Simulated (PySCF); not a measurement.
# CISD/STO-3G run of H2O2 (hydrogen peroxide)

What is the energy change on altering one bond length of H2O2 (hydrogen peroxide) at CISD/STO-3G? The job is set up through a Python script.

The results are computed with PySCF 2.14.0.

8 further runs of the same task are left out: 8 set aside as unsound or not needed.

## Step 1: The molecule

H2O2 has 4 atoms, charge 0, and is taken as a singlet. SMILES: `OO`. The coordinates come from a PBE0-D4/def2-TZVP relaxation.

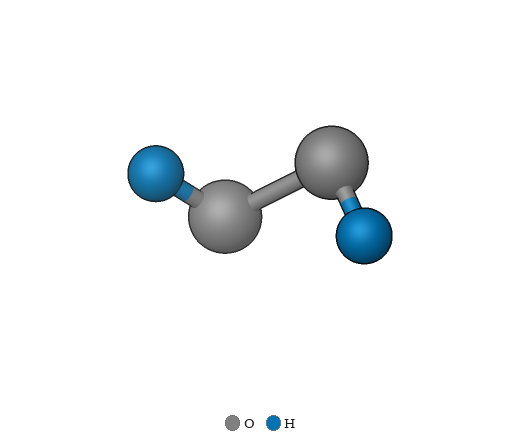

The structure, seen from a chosen angle (oxygen grey, hydrogen blue).

## Step 2: A single-point energy at CISD/STO-3G

calc.py

```python
from pyscf import gto, ci

molecule = gto.Mole()
molecule.atom = '''
O   -0.486800  -0.581100   0.030600
O    0.048300   0.728400   0.206900
H    0.186400  -1.117000   0.467400
H    0.252100   0.969800  -0.704900
'''
molecule.verbose = 3
molecule.basis = 'sto-3g'
molecule.max_memory = 1860
molecule.build()

mf = molecule.RHF()
mf.conv_tol = 1e-10
mf.kernel()
if not mf.converged:
    mf = mf.newton().run(mf.mo_coeff, mf.mo_occ)

cisd = ci.CISD(mf, frozen=2)
cisd.kernel()
etot = cisd.e_tot
print(f'total energy: {etot:.8f} hartree')
```

Command:

```sh
$ OMP_NUM_THREADS=1 python calc.py
```

Output:

```text
converged SCF energy = -148.760540624267
E(RCISD) = -148.8612924259564  E_corr = -0.1007518016891074
total energy: -148.86129243 hartree
```

Run time: 0.62 s. Hardware: 1 thread of Arm Neoverse V2, shared host; peak memory 0.12 GiB.

## Step 3: The distorted shape, same level

job.py

```python
from pyscf import gto, scf, ci

mol = gto.M(
    atom=[
    ('O', (-0.588706, -0.701807, 0.486527)),
    ('O', (-0.053606, 0.607693, 0.662827)),
    ('H', (0.084494, -1.237707, 0.923327)),
    ('H', (0.252100, 0.969800, -0.704900)),
],
    basis='sto-3g',
    max_memory=1860,
    spin=0,
    charge=0,
    verbose=4,
)

mf = scf.RHF(mol)
mf.conv_tol = 1e-10
mf.kernel()
if not mf.converged:
    mf = mf.newton().run(mf.mo_coeff, mf.mo_occ)

cisd = ci.CISD(mf, frozen=2)
cisd.kernel()
e_tot = cisd.e_tot
print('Final energy', e_tot)
```

Command:

```sh
$ OMP_NUM_THREADS=1 python job.py
```

Output:

```text
PySCF version 2.14.0

[INPUT] num. atoms = 4
[INPUT] num. electrons = 18
[INPUT] charge = 0
[INPUT] spin (= nelec alpha-beta = 2S) = 0
[INPUT] symmetry False subgroup None
[INPUT] Mole.unit = angstrom
[INPUT] Symbol           X                Y                Z      unit          X                Y                Z       unit  Magmom
[INPUT]  1 O     -0.588706000000  -0.701807000000   0.486527000000 AA   -1.112493107888  -1.326223022303   0.919402782206 Bohr   0.0
[INPUT]  2 O     -0.053606000000   0.607693000000   0.662827000000 AA   -0.101300658633   1.148373337815   1.252561497967 Bohr   0.0
[INPUT]  3 H      0.084494000000  -1.237707000000   0.923327000000 AA    0.159670519169  -2.338927252457   1.744835153416 Bohr   0.0
[INPUT]  4 H      0.252100000000   0.969800000000  -0.704900000000 AA    0.476399956003   1.832656395603  -1.332067945206 Bohr   0.0

[... 48 lines left out ...]
converged SCF energy = -148.657072260188
[... 1 line left out ...]
******** <class 'pyscf.ci.cisd.RCISD'> ********
CISD nocc = 7, nmo = 10
frozen orbitals 2
max_cycle = 50
direct = 0
conv_tol = 1e-09
max_cycle = 50
max_space = 12
lindep = 0
nroots = 1
Init t2, MP2 energy = -0.108801875267891
RCISD converged
E(RCISD) = -148.8036714210198  E_corr = -0.146599160831864
Final energy -148.8036714210198
```

Run time: 0.56 s. Hardware: 1 thread of Arm Neoverse V2, shared host; peak memory 0.1 GiB.

## Step 4: What came out

Level: CISD/STO-3G, 2 core orbitals frozen.

```
                                                         quantity          value
                                        first shape: total energy  -148.86129 Eh
                first shape: dipole moment (Hartree–Fock density)         1.57 D
                 first shape: HOMO energy (Hartree–Fock orbitals)       -9.92 eV
                 first shape: LUMO energy (Hartree–Fock orbitals)       13.16 eV
               first shape: HOMO–LUMO gap (Hartree–Fock orbitals)       23.08 eV
         first shape: correlation energy (2 core orbitals frozen)     -100.8 mEh
                                    distorted shape: total energy  -148.80367 Eh
            distorted shape: dipole moment (Hartree–Fock density)         1.39 D
             distorted shape: HOMO energy (Hartree–Fock orbitals)       -9.30 eV
             distorted shape: LUMO energy (Hartree–Fock orbitals)        7.58 eV
           distorted shape: HOMO–LUMO gap (Hartree–Fock orbitals)       16.88 eV
     distorted shape: correlation energy (2 core orbitals frozen)     -146.6 mEh
energy change with the O2–H4 bond stretched from 0.965 to 1.447 Å       1.568 eV
```

What this shows: With the O2–H4 bond stretched from 0.965 to 1.447 Å the energy rises by 1.57 eV (36 kcal/mol). The first shape isn't relaxed at this level, so the change isn't measured from a minimum. The minimal basis adds a large error of its own. Mulliken charges (distorted shape) of the mean-field density run from -0.20 on O1 to +0.20 on H3; they depend strongly on the basis.
